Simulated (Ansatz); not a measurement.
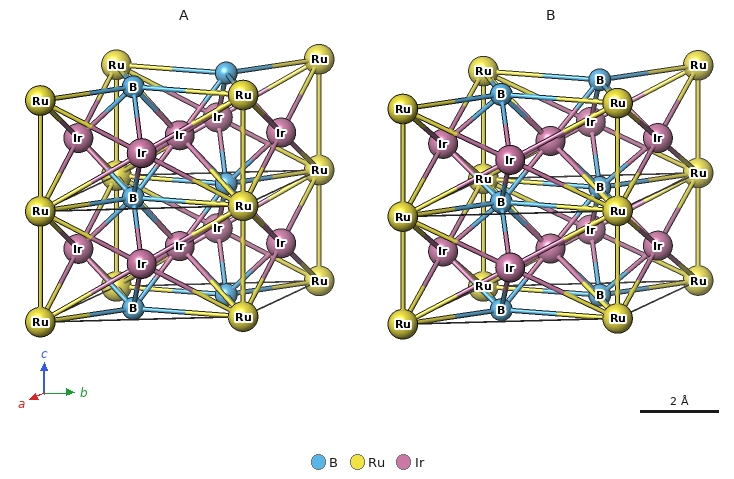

Two geometries of a crystal of B₂Ir₃Ru (a generated structure, set up in P6/mmm) (coarse preliminary run), drawn at one scale. One is the start of a relaxation, the other its converged end. The picture is a ball-and-stick view of the cell of the calculation, repeated 1 × 1 × 2 with one cell outlined, seen slightly off an axis.

The calculation used DFT PBE, scalar-relativistic, plane waves, PAW in Ansatz 0.2.0. Set-up: plane-wave cutoff 420 eV; k-point mesh 6 × 6 × 6; occupations gaussian; smearing width 0.1 eV; no spin polarisation; cell and atoms relaxed; force threshold 0.04 eV/Å; at most 70 steps.

Which one is relaxed?

Answer. Structure B is the relaxed one. After 4 accepted moves (5 points after the start) the energy has fallen by 0.658 eV per cell of the calculation. All forces vanish by symmetry, so only the cell relaxes. Pressure: 27.20 GPa at the start and 0.12 GPa at the end. The SCF was repeated once at an unchanged geometry on a basis and grid sized afresh for the cell, which shifted the energy by 7.8 meV per cell of the calculation at most. No atom moves by more than 0.005 Å relative to the cell. Cell: a = b 5.274 → 5.586 Å (+5.9 %), c 2.904 → 2.821 Å (−2.9 %). Volume +9.0 %. Some distances before and after: B–Ru 3.045 → 3.225 Å, Ir–Ir 2.637 → 2.793 Å, Ir–Ru 3.010 → 3.129 Å, Ru–Ru 2.904 → 2.821 Å. Bond angles that change, for instance: Ir–B–Ir 87.3° → 82.3°, Ir–B–Ir 77.6° → 81.4°. The space group stays P6/mmm (No. 191).
